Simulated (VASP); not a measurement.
# N on Ru(0001): binding against coverage

How do binding and work function change as N crowds Ru(0001)?

Method: PBE; plane waves and PAW (Ru), in the first sound run; inputs show where later runs differ, in VASP 6.6.1.

**1. The starting structure**

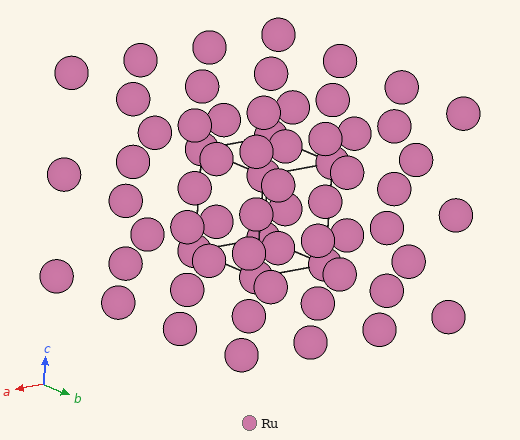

Start, viewed from a free direction; ruthenium pink. 3×3×2 cells are drawn. Some periodic images of atoms are drawn too.

As a file:

```xyz
2
Lattice="2.7167 0.0000 0.0000 -1.3583 2.3527 0.0000 0.0000 0.0000 4.2746" Properties=species:S:1:pos:R:3 pbc="T T T"
Ru    0.0000    0.0000    0.0000
Ru    0.0000    1.5685    2.1373
```

**2. The bulk reference**

The surface energy counts from the bulk crystal, run with the slab's cutoff and functional on a dense mesh.

INCAR

```
SYSTEM = Ru
PREC = Normal
ENCUT = 440
EDIFF = 1E-06
NELM = 120
ISMEAR = 1
SIGMA = 0.15
LREAL = .FALSE.
ALGO = Fast
GGA = PE
NBANDS = 14
LASPH = .TRUE.
LORBIT = 11
LWAVE = .FALSE.
LCHARG = .FALSE.
KPAR = 8
```

POSCAR

```
Ru
1.0
    2.7166669255      0.0000000000      0.0000000000
   -1.3583334628      2.3527025711      0.0000000000
    0.0000000000      0.0000000000      4.2746237324
Ru
2
Direct
    0.0000000000      0.0000000000      0.0000000000
    0.3333333333      0.6666666667      0.5000000000
```

KPOINTS

```
Automatic mesh
0
Gamma
20 20 11
0 0 0
```

The projector-augmented-wave data sets are Ru (PBE family, release 64).

Launch:

```bash
> mpirun -np 8 vasp_std
```

What it wrote:

```text
[banner, memory and clock lines left out]
running    8 mpi-ranks, on    1 nodes
 distrk:  each k-point on    1 cores,    8 groups
 distr:  one band on    1 cores,    1 groups

 POSCAR found type information on POSCAR Ru
 POSCAR found :  1 types and       2 ions
|                                                                             |
|           W    W    AA    RRRRR   N    N  II  N    N   GGGG   !!!           |
|           W    W   A  A   R    R  NN   N  II  NN   N  G    G  !!!           |
|           W    W  A    A  R    R  N N  N  II  N N  N  G       !!!           |
|           W WW W  AAAAAA  RRRRR   N  N N  II  N  N N  G  GGG   !            |
|           WW  WW  A    A  R   R   N   NN  II  N   NN  G    G                |
|           W    W  A    A  R    R  N    N  II  N    N   GGGG   !!!           |
|                                                                             |
|     For optimal performance we recommend to set                             |
|       NCORE = 2 up to number-of-cores-per-socket                            |
|     NCORE specifies how many cores store one orbital (NPAR=cpu/NCORE).      |
|     This setting can greatly improve the performance of VASP for DFT.       |
|     The default, NCORE=1 might be grossly inefficient on modern             |
|     multi-core architectures or massively parallel machines. Do your        |
|     Unfortunately you need to use the default for GW and RPA                |
|     calculations (for HF NCORE is supported but not extensively tested      |
|     yet).                                                                   |
|                                                                             |

 LDA part: xc-table for (Slater+PW92), standard interpolation
 POSCAR, INCAR and KPOINTS ok, starting setup
 FFT: planning ... GRIDC
 FFT: planning ... GRID_SOFT
 FFT: planning ... GRID
 WAVECAR not read
 entering main loop
       N       E                     dE             d eps       ncg     rms          rms(c)
DAV:   1     0.616162038068E+02    0.61616E+02   -0.67418E+03  7968   0.923E+02
DAV:   2    -0.186882102335E+02   -0.80304E+02   -0.71938E+02  7680   0.205E+02
DAV:   3    -0.198604137822E+02   -0.11722E+01   -0.11665E+01  9522   0.291E+01
DAV:   4    -0.198690039190E+02   -0.85901E-02   -0.85896E-02  8580   0.238E+00
DAV:   5    -0.198691822516E+02   -0.17833E-03   -0.17833E-03  9486   0.334E-01    0.170E+01
RMM:   6    -0.186862595684E+02    0.11829E+01   -0.17252E+00  7431   0.112E+01    0.544E+00
RMM:   7    -0.185201579572E+02    0.16610E+00   -0.44253E-01  7694   0.540E+00    0.455E-01
RMM:   8    -0.185113921915E+02    0.87658E-02   -0.20757E-02  8063   0.138E+00    0.346E-01
RMM:   9    -0.185056826142E+02    0.57096E-02   -0.37746E-03  8009   0.472E-01    0.723E-02
RMM:  10    -0.185056900205E+02   -0.74063E-05   -0.46424E-04  8419   0.175E-01    0.104E-02
RMM:  11    -0.185056994523E+02   -0.94319E-05   -0.98238E-05  8721   0.670E-02    0.729E-03
RMM:  12    -0.185056951975E+02    0.42549E-05   -0.18067E-05  8332   0.342E-02    0.126E-03
RMM:  13    -0.185056964424E+02   -0.12450E-05   -0.45796E-06  6137   0.133E-02    0.183E-03
RMM:  14    -0.185056964392E+02    0.32397E-08   -0.41178E-07  4588   0.466E-03
   1 F= -.18505696E+02 E0= -.18505817E+02  d E =0.361397E-03
```

Run time: 13 s. Hardware: 8 MPI ranks of AMD EPYC 7R43, shared host; peak memory 1.1 GiB.

The logs omit lines about the potential files and the build; timing stands in the text.

From OUTCAR (step 2):

```text
ion  position               nearest neighbor table
   1  0.000  0.000  0.000-   2 2.65   2 2.65   2 2.65   2 2.65   2 2.65   2 2.65
   2  0.333  0.667  0.500-   1 2.65   1 2.65   1 2.65   1 2.65   1 2.65   1 2.65

  LATTYP: Found a hexagonal cell.
 ALAT       =     2.7166669255
 C/A-ratio  =     1.5734809786

 Subroutine GETGRP returns: Found 24 space group operations
 (whereof 12 operations were pure point group operations)

The static configuration has the point symmetry D_3h.
 The point group associated with its full space group is D_6h.

 Found    264 irreducible k-points:

   k-points           NKPTS =    264   k-points in BZ     NKDIM =    264   number of bands    NBANDS=     14

   dimension x,y,z NGX =    14 NGY =   14 NGZ =   24
   dimension x,y,z NGXF=    28 NGYF=   28 NGZF=   48

   ENCUT  =  440.0 eV  32.34 Ry    5.69 a.u.   4.65  4.65  7.31*2*pi/ulx,y,z

   NELECT =      16.0000    total number of electrons

 k-points in reciprocal lattice and weights: Automatic mesh
   0.00000000  0.00000000  0.00000000       0.000
   0.05000000  0.00000000  0.00000000       0.001
   0.10000000  0.00000000  0.00000000       0.001
   0.15000000  0.00000000  0.00000000       0.001
   0.20000000  0.00000000  0.00000000       0.001
   0.25000000  0.00000000  0.00000000       0.001
   0.30000000  0.00000000  0.00000000       0.001
   0.35000000  0.00000000  0.00000000       0.001
   0.40000000  0.00000000  0.00000000       0.001
[...]
0.30000000  0.30000000  0.45454545       0.003
   0.35000000  0.30000000  0.45454545       0.003

 average (electrostatic) potential at core
       1 -56.1623       2 -56.1622

 E-fermi :  12.4635

 k-point     1 :       0.0000    0.0000    0.0000
  band No.  band energies     occupation
    ...
      5      10.0938      2.00000
      6      10.5440      2.00000
      7      10.5440      2.00000
      8      11.0174      2.00000
      9      11.0174      2.00000
     10      13.6001     -0.00000
     11      13.6001     -0.00000
     12      13.7917     -0.00000
     13      22.7564      0.00000
     14      27.3836      0.00000

 k-point     2 :       0.0500    0.0000    0.0000
  band No.  band energies     occupation
    ...
      5      10.2682      2.00000
      6      10.5036      2.00000
      7      10.6120      2.00000
      8      10.9312      2.00000
      9      10.9600      2.00000
     10      12.6906     -0.05404
     11      13.6367     -0.00000
     12      14.8224     -0.00000
     13      22.7427      0.00000
     14      27.5435      0.00000

 k-point     3 :       0.1000    0.0000    0.0000
  band No.  band energies     occupation
    ...
      6      10.5568      2.00000
      7      10.6226      2.00000
      8      10.8037      2.00000
      9      10.8131      2.00000
     10      11.9132      2.00000
     11      13.7326     -0.00000
     12      16.0173      0.00000
     13      22.6991      0.00000
     14      27.9639      0.00000

  Total       -0.0186758     -0.0186758      0.0546621      0.0000000      0.0000000      0.0000000
  in kB       -1.0951857     -1.0951857      3.2055001      0.0000000      0.0000000      0.0000000
  external PRESSURE =       0.3383763 kB  Pullay stress =       0.0000000 kB

  energy-cutoff  :      440.00
  volume of cell :       27.32
      direct lattice vectors                 reciprocal lattice vectors
     2.716666926  0.000000000  0.000000000     0.368098124  0.212521551  0.000000000
    -1.358333463  2.352702571  0.000000000     0.000000000  0.425043102  0.000000000
     0.000000000  0.000000000  4.274623732     0.000000000  0.000000000  0.233938719

 POSITION                                       TOTAL-FORCE (eV/Angst)
 -----------------------------------------------------------------------------------
      0.00000      0.00000      0.00000         0.000000     -0.000000      0.000000
     -0.00000      1.56847      2.13731        -0.000000      0.000000      0.000000
 -----------------------------------------------------------------------------------
    total drift:                                0.000000     -0.000000     -0.000000

  FREE ENERGIE OF THE ION-ELECTRON SYSTEM (eV)
  ---------------------------------------------------
  free  energy   TOTEN  =       -18.5056964392 eV

  energy  without entropy=      -18.5060578358  energy(sigma->0) =      -18.50581690

 total charge
# of ion       s       p       d       tot
------------------------------------------
    1        0.634   0.808   6.586   8.027
    2        0.634   0.808   6.586   8.027
--------------------------------------------------
tot          1.267   1.616  13.171  16.055

[... 3 further parts left out ...]
```

This step gave:

* electronic cycles: 14
* electrons: 16
* free energy (TOTEN): -18.51 eV
* energy at zero smearing: -18.51 eV
* Fermi energy: 12.46 eV
* metallic: yes

Energy at zero smearing: -18.50582 eV.

The run ends at a pressure of 0.03 GPa.

**3. Relaxing the atoms**

This step: PBE; plane waves and PAW (N) (VASP 6.6.1).

System of this step: N2. The cell holds 2 atoms: 2 N. Cell: a = 11.000 Å, b = 11.500 Å, c = 14.000 Å, α = 90.0°, β = 90.0°, γ = 90.0°. Vacuum lies along a, b and c.

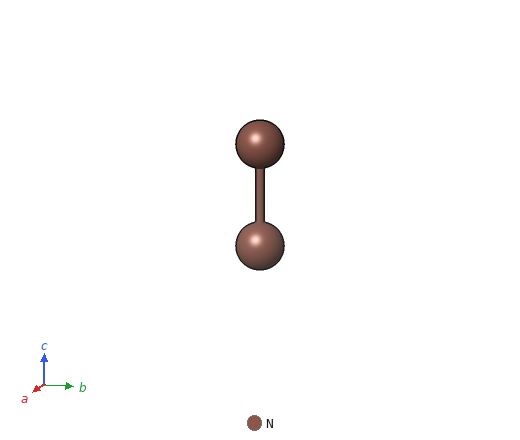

The cell of this step (nitrogen brown).

The reference for N is the N2 molecule, relaxed in a box at the cutoff of the large cell.

INCAR

```
SYSTEM = N
PREC = Normal
ENCUT = 440
EDIFF = 1E-05
NELM = 120
ISMEAR = 0
SIGMA = 0.01
LREAL = .FALSE.
ALGO = Fast
GGA = PE
NBANDS = 11
LORBIT = 11
LWAVE = .FALSE.
LCHARG = .FALSE.
NCORE = 8
IBRION = 2
NSW = 20
ISIF = 2
EDIFFG = -0.03
POTIM = 0.4
MAXMIX = 40
ISYM = 0
```

POSCAR

```
N
1.0
   11.0000000000      0.0000000000      0.0000000000
    0.0000000000     11.5000000000      0.0000000000
    0.0000000000      0.0000000000     14.0000000000
N
2
Direct
    0.5000000000      0.5000000000      0.4607142900
    0.5000000000      0.5000000000      0.5392857100
```

KPOINTS

```
Automatic mesh
0
Gamma
1 1 1
0 0 0
```

The projector-augmented-wave data sets are N (PBE family, release 64).

Launch:

```bash
> mpirun -np 8 vasp_gam
```

What it wrote:

```text
[banner, memory and clock lines left out]
running    8 mpi-ranks, on    1 nodes
 distrk:  each k-point on    8 cores,    1 groups
 distr:  one band on    8 cores,    1 groups

 POSCAR found type information on POSCAR N
 POSCAR found :  1 types and       2 ions
 [... a notice as in an earlier step ...]

 LDA part: xc-table for (Slater+PW92), standard interpolation
 POSCAR, INCAR and KPOINTS ok, starting setup
 FFT: planning ... GRIDC
 FFT: planning ... GRID_SOFT
 FFT: planning ... GRID
 WAVECAR not read
 entering main loop
       N       E                     dE             d eps       ncg     rms          rms(c)
DAV:   1     0.100426613299E+03    0.10043E+03   -0.17556E+03    30   0.369E+02
DAV:   2     0.164687890454E+02   -0.83958E+02   -0.83618E+02    41   0.761E+01
DAV:   3    -0.156765098368E+02   -0.32145E+02   -0.32061E+02    25   0.834E+01
DAV:   4    -0.174950388814E+02   -0.18185E+01   -0.18140E+01    28   0.264E+01
DAV:   5    -0.175110607535E+02   -0.16022E-01   -0.16022E-01    25   0.229E+00    0.803E+00
RMM:   6    -0.167744211110E+02    0.73664E+00   -0.86204E-01    22   0.603E+00    0.455E+00
RMM:   7    -0.166134072617E+02    0.16101E+00   -0.12342E+00    22   0.686E+00    0.116E+00
RMM:   8    -0.166115843292E+02    0.18229E-02   -0.23356E-01    22   0.357E+00    0.557E-01
RMM:   9    -0.166017277624E+02    0.98566E-02   -0.29213E-02    22   0.134E+00    0.691E-02
RMM:  10    -0.166036169582E+02   -0.18892E-02   -0.99292E-03    22   0.605E-01    0.109E-01
RMM:  11    -0.166045909785E+02   -0.97402E-03   -0.14352E-03    22   0.296E-01    0.215E-02
RMM:  12    -0.166048711698E+02   -0.28019E-03   -0.16850E-04    22   0.815E-02    0.149E-02
RMM:  13    -0.166059682565E+02   -0.10971E-02   -0.21345E-04    21   0.693E-02    0.712E-03
RMM:  14    -0.166062048878E+02   -0.23663E-03   -0.11687E-04    21   0.385E-02    0.520E-03
RMM:  15    -0.166065317219E+02   -0.32683E-03   -0.62805E-05    21   0.348E-02    0.946E-03
RMM:  16    -0.166065606095E+02   -0.28888E-04   -0.18591E-05    18   0.235E-02    0.244E-03
RMM:  17    -0.166066148403E+02   -0.54231E-04   -0.92726E-06    17   0.164E-02    0.385E-03
RMM:  18    -0.166066230053E+02   -0.81650E-05   -0.90035E-07    16   0.639E-03
   1 F= -.16606623E+02 E0= -.16606623E+02  d E =-.166066E+02
 curvature:   0.00 expect dE= 0.000E+00 dE for cont linesearch  0.000E+00
 trial: gam= 0.00000 g(F)=  0.466E+00 g(S)=  0.000E+00 ort = 0.000E+00 (trialstep = 0.100E+01)
 search vector abs. value=  0.466E+00
 bond charge predicted
       N       E                     dE             d eps       ncg     rms          rms(c)
DAV:   1    -0.153196498875E+02    0.12870E+01   -0.93559E+01    22   0.776E+01    0.387E+00
RMM:   2    -0.151701102142E+02    0.14954E+00   -0.79513E-01    22   0.745E+00    0.201E+00
RMM:   3    -0.151559962386E+02    0.14114E-01   -0.79898E-02    22   0.282E+00    0.142E+00
RMM:   4    -0.151139790083E+02    0.42017E-01   -0.26306E-01    22   0.314E+00    0.281E-01
RMM:   5    -0.151189772316E+02   -0.49982E-02   -0.26903E-02    22   0.124E+00    0.125E-01
RMM:   6    -0.151218486272E+02   -0.28714E-02   -0.19026E-02    22   0.773E-01    0.157E-01
RMM:   7    -0.151234367115E+02   -0.15881E-02   -0.22794E-03    22   0.337E-01    0.713E-02
RMM:   8    -0.151240312612E+02   -0.59455E-03   -0.58927E-04    23   0.112E-01    0.764E-02
RMM:   9    -0.151242832231E+02   -0.25196E-03   -0.22578E-04    22   0.889E-02    0.277E-02
RMM:  10    -0.151243788439E+02   -0.95621E-04   -0.70445E-05    21   0.493E-02    0.116E-02
RMM:  11    -0.151244609622E+02   -0.82118E-04   -0.47075E-05    21   0.376E-02    0.508E-03
RMM:  12    -0.151244831500E+02   -0.22188E-04   -0.15406E-05    18   0.230E-02    0.737E-03
RMM:  13    -0.151244904753E+02   -0.73253E-05   -0.31803E-06    17   0.124E-02
   2 F= -.15124490E+02 E0= -.15124490E+02  d E =0.148213E+01
[...]
3 F= -.16624904E+02 E0= -.16624904E+02  d E =-.182811E-01
 curvature:  -0.08 expect dE=-0.220E-03 dE for cont linesearch -0.220E-03
 ZBRENT: interpolating
 opt :   0.0808  next Energy=   -16.625022 (dE=-0.184E-01)
 bond charge predicted
       N       E                     dE             d eps       ncg     rms          rms(c)
DAV:   1    -0.166250540671E+02   -0.15224E-03   -0.40076E-03    33   0.519E-01    0.217E-02
RMM:   2    -0.166250472800E+02    0.67871E-05   -0.27144E-05    19   0.400E-02
   4 F= -.16625047E+02 E0= -.16625047E+02  d E =-.184243E-01
 curvature:  -0.04 expect dE=-0.193E-05 dE for cont linesearch -0.193E-05
 trial: gam= 0.00000 g(F)=  0.478E-04 g(S)=  0.000E+00 ort =-0.472E-02 (trialstep = 0.816E+00)
 search vector abs. value=  0.478E-04
 reached required accuracy - stopping structural energy minimisation
```

Wall time 14 s (8 MPI ranks); peak memory 1.2 GiB; 1.8 min of CPU time.

From OUTCAR (step 3):

```text
 Found      1 irreducible k-points:

   k-points           NKPTS =      1   k-points in BZ     NKDIM =      1   number of bands    NBANDS=     11

   dimension x,y,z NGX =    56 NGY =   60 NGZ =   72
   dimension x,y,z NGXF=   112 NGYF=  120 NGZF=  144

   ENCUT  =  440.0 eV  32.34 Ry    5.69 a.u.  18.81 19.67 23.94*2*pi/ulx,y,z

   NELECT =      10.0000    total number of electrons

 E-fermi :  -9.9997

 k-point     1 :       0.0000    0.0000    0.0000
  band No.  band energies     occupation
      1     -28.1070      2.00000
      2     -13.4986      2.00000
      3     -11.4740      2.00000
      4     -11.4736      2.00000
      5     -10.1070      2.00000
      6      -2.1062      0.00000
      7      -2.1058      0.00000
      8      -0.1987      0.00000
      9       0.5594      0.00000
     10       0.6122      0.00000
    ...

  Total       -0.3601576     -0.3748491     -0.4576747     -0.0000044     -0.0000469     -0.0000318
  in kB       -0.3258252     -0.3391162     -0.4140464     -0.0000040     -0.0000424     -0.0000288
  external PRESSURE =      -0.3596626 kB  Pullay stress =       0.0000000 kB

  energy-cutoff  :      440.00
  volume of cell :     1771.00
      direct lattice vectors                 reciprocal lattice vectors
    11.000000000  0.000000000  0.000000000     0.090909091  0.000000000  0.000000000
     0.000000000 11.500000000  0.000000000     0.000000000  0.086956522  0.000000000
     0.000000000  0.000000000 14.000000000     0.000000000  0.000000000  0.071428571

 POSITION                                       TOTAL-FORCE (eV/Angst)
 -----------------------------------------------------------------------------------
      5.50000      5.75000      6.44233        -0.000010     -0.000013      0.024878
      5.50000      5.75000      7.55767         0.000010      0.000013     -0.024878
 -----------------------------------------------------------------------------------
    total drift:                               -0.000004     -0.000005     -0.000016

  FREE ENERGIE OF THE ION-ELECTRON SYSTEM (eV)
  ---------------------------------------------------
  free  energy   TOTEN  =       -16.6250472800 eV

  energy  without entropy=      -16.6250472800  energy(sigma->0) =      -16.62504728

 reached required accuracy - stopping structural energy minimisation

 total charge
# of ion       s       p       d       tot
------------------------------------------
    1        1.379   2.446   0.000   3.825
    2        1.379   2.446   0.000   3.825
--------------------------------------------------
tot          2.758   4.891   0.000   7.649

[... 3 further parts left out ...]
```

CONTCAR:

```
N
   1.00000000000000
    11.0000000000000000    0.0000000000000000    0.0000000000000000
     0.0000000000000000   11.5000000000000000    0.0000000000000000
     0.0000000000000000    0.0000000000000000   14.0000000000000000
  N
     2
Direct
     0.4999999980873498    0.4999999976723870    0.4601667424404756
     0.5000000019126501    0.5000000023276130    0.5398332575595244
```

The steps of the relaxation:

```
step  energy less that of the first step (eV)  largest force (eV/Å)
   1                                   0.0000                2.4581
   2                                   1.4821               13.6772
   3                                  -0.0183                0.1942
   4                                  -0.0184                0.0249
```

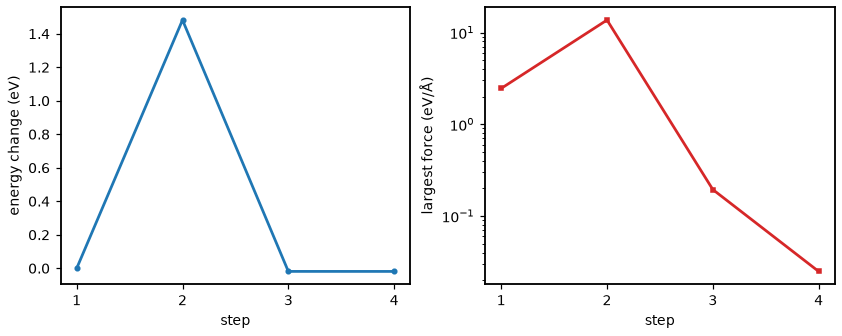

Energy and largest force along the relaxation.

Final coordinates:

```xyz
2
Lattice="11.0000 0.0000 0.0000 0.0000 11.5000 0.0000 0.0000 0.0000 14.0000" Properties=species:S:1:pos:R:3
N     5.5000    5.7500    6.4423
N     5.5000    5.7500    7.5577
```

Numbers from this step:

| Item | Value |
| --- | --- |
| electronic cycles | 42 |
| electrons | 10 |
| free energy (TOTEN) | -16.63 eV |
| gap between the highest filled and lowest empty level | 8.001 eV |

The run ended after 4 ionic steps, 0.018 eV below its first step, once the forces on the free atoms met EDIFFG = -0.03.

Energy at zero smearing: -16.62505 eV.

[end of part 1 of 12]

[Lines on the potential files, build, host, timing and source positions are cut from VASP's logs without a mark.]

[Logs are printed without paths, hosts, clocks, repeated set-up lines and the standing remarks that a program may print on its own settings, such as how far it seeks lower states.]

[Hosts, paths, dates, database ids (printed as entryN), source tags and the programs' standing remarks are cut or masked in the printed files.]

[Runs that stopped without an error message from VASP are left out.]
